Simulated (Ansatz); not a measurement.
**F2H5PW···H2: density, localisation and related maps**

The calculation's input:

```
crystal:
  periodic: [false, false, false]
  atoms:
    - { symbol: W, position_ang: [0.0, 0.0, 0.0] }
    - { symbol: H, position_ang: [0.0, 0.0, 2.07] }
    - { symbol: H, position_ang: [1.72, 0.0, 0.0] }
    - { symbol: H, position_ang: [0.0, 1.72, 0.0] }
    - { symbol: F, position_ang: [-1.85, 0.0, 0.0] }
    - { symbol: H, position_ang: [0.0, -1.72, 0.0] }
    - { symbol: F, position_ang: [0.0, 0.0, -1.85] }
    - { symbol: P, position_ang: [1.8007, 1.8758, 0.864] }
    - { symbol: H, position_ang: [2.8278, 1.2389, 1.6094] }
    - { symbol: H, position_ang: [2.3703, 2.5373, -0.256] }
    - { symbol: H, position_ang: [0.7083, 0.7378, 2.0916] }
basis:
  gaussian: { orbitals: def2-SVP }
hamiltonian:
  xc: pbe
  dispersion: d4
relax:
  f_tol: 0.15
  max_steps: 25
  restrain:
    - { distance: [0, 7], at: 2.44, k: 30.0 }
    - { distance: [10, 1], at: 0.66, k: 30.0 }
    - { distance: [0, 1], at: 2.92, k: 30.0 }
    - { distance: [10, 7], at: 2.62, k: 30.0 }
output:
  orbitals: {}
```

Command:

```sh
ansatz run input.yaml --threads 2 --pin off --max-ram 3072MiB --backend cpu --events-out ev --progress --plain --runs-dir out
```

The fields are those of the run's last geometry, not of the input's.

Core potentials replace the inner electrons of W; not at a stationary point (largest force 1.9 eV/Å).

All numbers below come from RKS PBE-D4/def2-SVP in Ansatz 0.2.0.

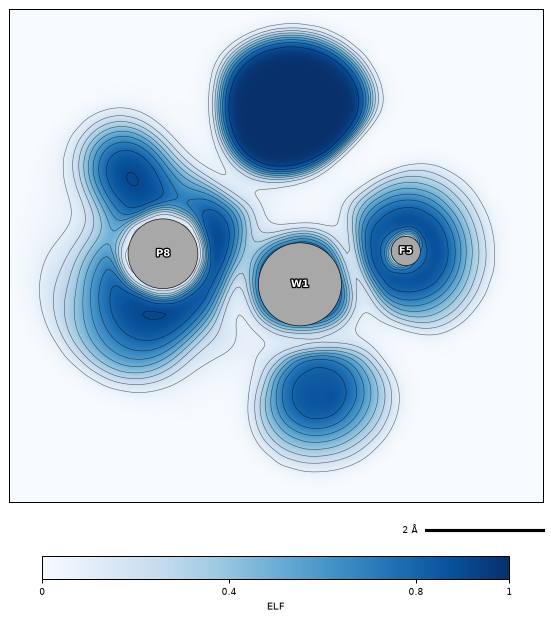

Figure 1. Electron localisation function on the plane of atoms F5, W1 and P8. Grey discs cover the atomic cores.

Read the bonding off the picture.

- The plane passes through W, F and P nuclei.
- P–W (2.41 Å): the ELF peaks at about 0.85 in the valence shell of P, 0.9 Å from its nucleus, and is about 0.50 at the midpoint.

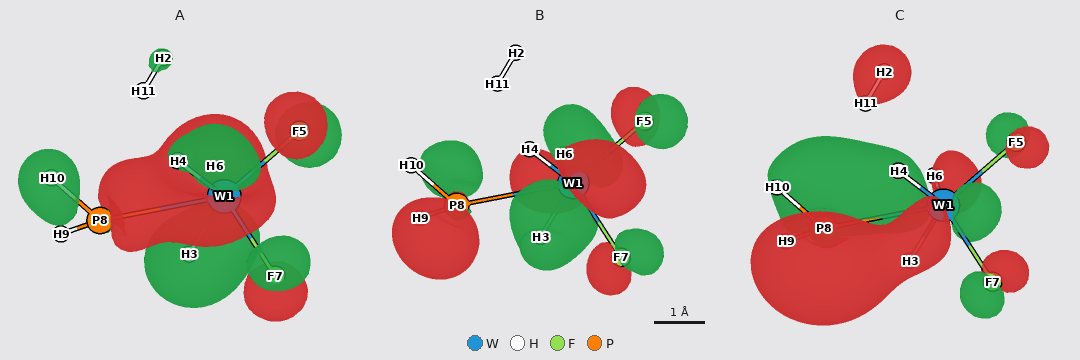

Figure 2. Three frontier orbitals at ±0.1 Å⁻³ᐟ² (green and red are the two phases), in no order.

Which picture is the HOMO−1, the HOMO and the LUMO?

A is the HOMO−1 (−7.09 eV). It lies mainly on W1 (about 35 %), H3 (about 15 %), H6 (about 10 %), F5 (about 10 %), F7 (about 10 %) and P8 (about 10 %). C is the HOMO (−6.24 eV). Its weight (Hirshfeld) is mainly on P8 (about 60 %) and W1 (about 20 %). B is the LUMO (−3.44 eV). It lies mainly on W1 (about 60 %), P8 (about 15 %), F5 (about 10 %) and F7 (about 5 %).

What is the HOMO–LUMO gap?

2.80 eV between the orbital energies.
